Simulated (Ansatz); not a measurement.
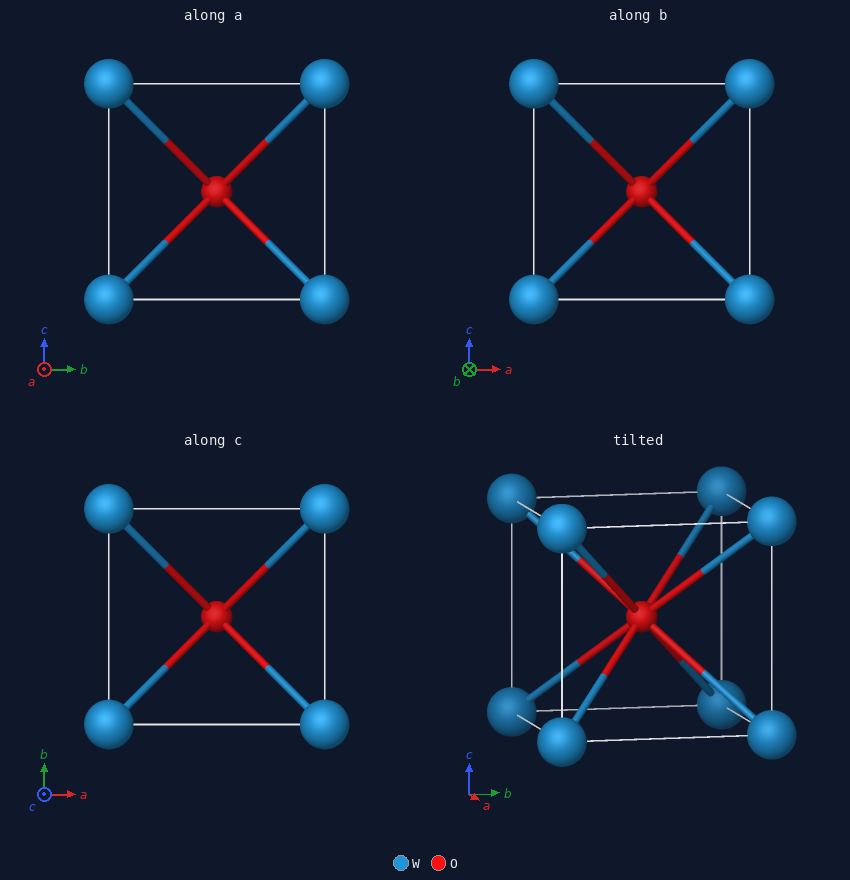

Ball-and-stick representation of a periodic structure, projected along the a axis, along the b axis, along the c axis and slightly off an axis. Atoms at the boundary of the conventional unit cell (the box) are drawn once for each face, edge or corner they touch.

Lattice parameters: a = 3.094 Å, b = 3.094 Å, c = 3.094 Å, α = 90.00°, β = 90.00°, γ = 90.00°. Put a along x and b in the xy plane.

From the views, write a POSCAR file.

```
W O
1.0
     3.094    0.000    0.000
     0.000    3.094    0.000
     0.000    0.000    3.094
W O
1 1
Direct
  0.0000 0.0000 0.0000
  0.5000 0.5000 0.5000
```

Origin of the cell: a structure type filled with these elements by a generator (whether the compound takes this form wasn't checked). Earlier steps of the study may have refined or changed the cell and positions. It was set up as input for a calculation with Ansatz.
